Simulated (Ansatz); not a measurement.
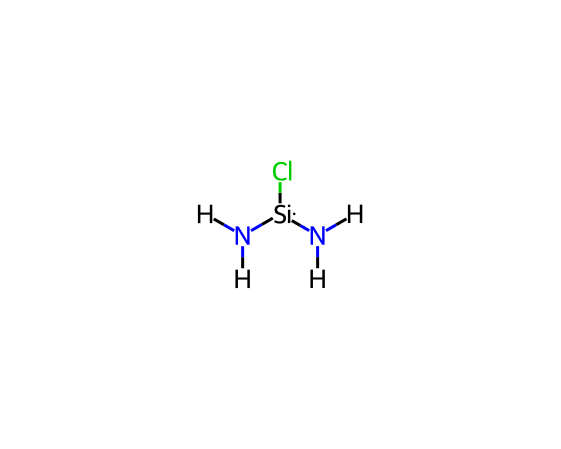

A structural formula. The species is neutral and a spin doublet.

Transcribe the drawing into SMILES.

Answer. N[Si](N)Cl

Give the formula, hydrogens included.

Answer. ClH4N2Si.

More results for the same structure follow; atom numbers are the same in all pictures, views and colours differ. The computed structure is the end point of a PBE0-D4/def2-TZVP optimisation.

Shape

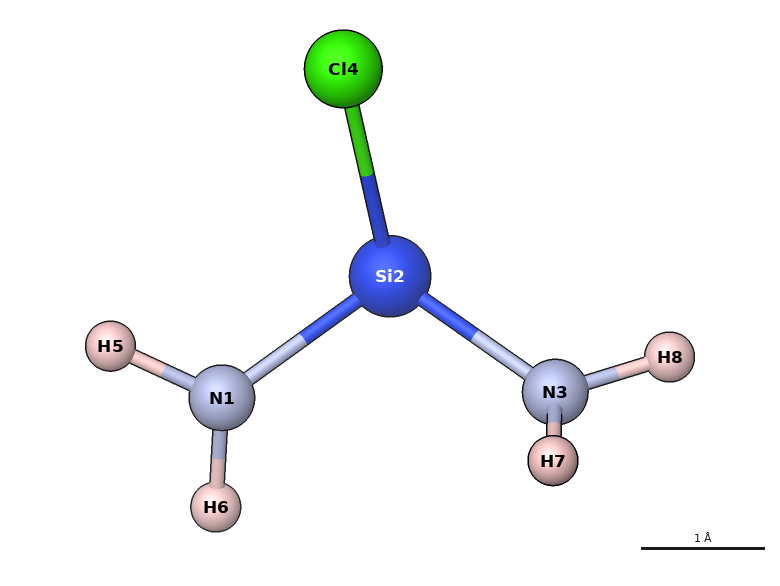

The atoms are numbered.

Give these bond angles: Si2–N1–H5, Si2–N1–H6, H5–N1–H6, N1–Si2–N3, N1–Si2–Cl4, N3–Si2–Cl4, Si2–N3–H7, Si2–N3–H8, H7–N3–H8.

```tsv
angle	degrees
Si2–N1–H5	119.8
Si2–N1–H6	119.0
H5–N1–H6	112.0
N1–Si2–N3	106.0
N1–Si2–Cl4	104.0
N3–Si2–Cl4	116.8
Si2–N3–H7	120.5
Si2–N3–H8	120.8
H7–N3–H8	112.3
```

Levels of theory compared

Program: Ansatz 0.2.0.

At this fixed geometry, give dipole (D), HOMO energy (eV) at these levels: B3LYP-D4/def2-TZVPP; PBE-D4/def2-TZVPP; r2SCAN-D4/def2-TZVPP; ωB97M-V/def2-TZVPP.

| level | dipole (D) | HOMO energy (eV) |
| --- | --- | --- |
| B3LYP-D4/def2-TZVPP | 2.23 | −5.35 |
| PBE-D4/def2-TZVPP | 2.26 | −4.42 |
| r2SCAN-D4/def2-TZVPP | 2.29 | −4.78 |
| ωB97M-V/def2-TZVPP | 2.22 | −7.39 |

Thermal motion

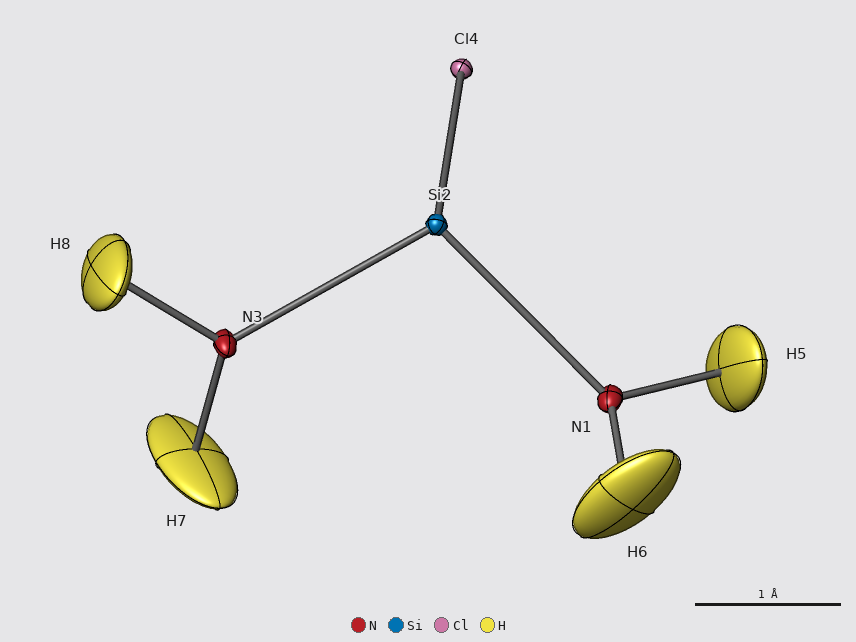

Displacement ellipsoids at the 50 % level, from the internal vibrations of the free molecule (harmonic, no overall translation or rotation; no half-axis is drawn under 0.075 Å). Vibrations computed with UKS PBE0-D4/def2-TZVP (Ansatz 0.2.0). Temperature: 400 K.

Which atom moves most?

Answer. H7, with U_eq = 0.0556 Å².

Does H7 move more along its bond or across it?

Answer. Across it: the root-mean-square amplitude is 0.071 Å along the bond and up to 0.361 Å across, since bending and torsion are softer than stretching.

Give the displacement parameters, one line for each set of equivalent atoms.

| atom | U_eq (Å²) | rms amplitudes (Å) |
| --- | --- | --- |
| N1 | 0.0035 | 0.037, 0.056, 0.078 |
| Si2 | 0.0017 | 0.034, 0.042, 0.046 |
| N3 | 0.0036 | 0.027, 0.052, 0.086 |
| Cl4 | 0.0012 | 0.014, 0.040, 0.042 |
| H5 | 0.0434 | 0.084, 0.191, 0.294 |
| H6 | 0.0444 | 0.094, 0.183, 0.301 |
| H7 | 0.0556 | 0.071, 0.177, 0.361 |
| H8 | 0.0407 | 0.082, 0.165, 0.297 |

Vibrations

Harmonic vibrations computed with UKS PBE0-D4/def2-TZVP (Ansatz 0.2.0) at a stationary point of the same level.

How many vibrational modes are there, and where do they lie?

Answer. 18 modes: 194, 216, 248, 300, 389, 390, 437, 494, 796, 809, 870, 915, 1562, 1571, 3579, 3598, 3696, 3700 cm⁻¹.
